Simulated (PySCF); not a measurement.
SMILES F[C](C(F)(F)F)C(F)(F)F (C₃F₇), doublet at its PBE0/def2-SVP optimised geometry (Å):

```
10

F     -0.6059     1.7107     0.0000
C     -0.0045     0.5476     0.0000
C      1.4944     0.5476     0.0000
F      1.9428     1.7010     0.4780
F      1.9572    -0.4457     0.7555
F      1.9951     0.3886    -1.2261
C     -0.8778    -0.6666     0.0595
F     -1.9951    -0.4551    -0.6275
F     -1.2248    -0.9780     1.3097
F     -0.2388    -1.7107    -0.4593
```

Method: unrestricted PBE0/def2-TZVP run with PySCF. Cells within 0.4 Å of a nucleus heavier than hydrogen are left out (blank, or x).

Map of the log10 of the electron density (e/bohr³), floored at −4 on the plane z = 1.5 Å:

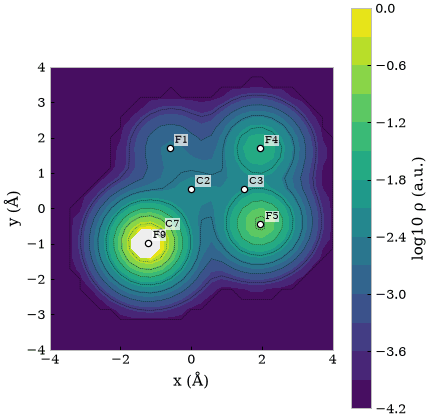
Fig. 1. Log10 of the electron density (e/bohr³), floored at −4 on the plane z = 1.5 Å.
